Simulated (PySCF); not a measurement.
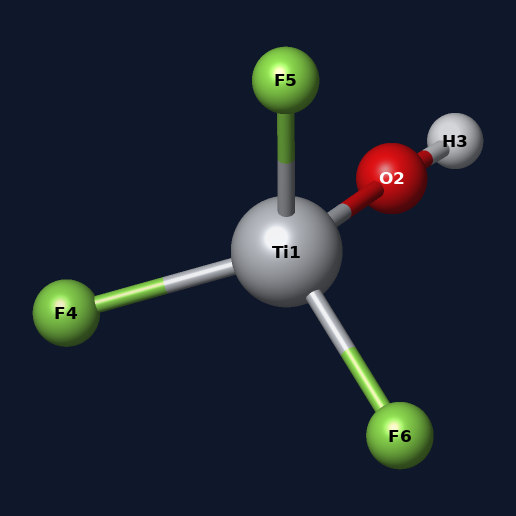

The species is neutral and a spin singlet. The geometry was computed by an optimisation with PBE0-D3(BJ)/def2-SVP. No frequency run is at hand to confirm it as a minimum. Properties computed with delta-SCF UKS SCAN, pcX-2 on the ionised atom (unc-x2c-TZVPall on a metal), pcseg-1 elsewhere, spin-free X2C (PySCF 2.14.0).

Give the core-electron binding energies (to vacuum; p and d levels without spin–orbit splitting) of Ti1 2p, O2 1s, F4 1s.

```json
{"atom": "Ti1", "level": "2p", "binding energy (eV)": "467.8"}
{"atom": "O2", "level": "1s", "binding energy (eV)": "539.2"}
{"atom": "F4", "level": "1s", "binding energy (eV)": "692.1"}
```
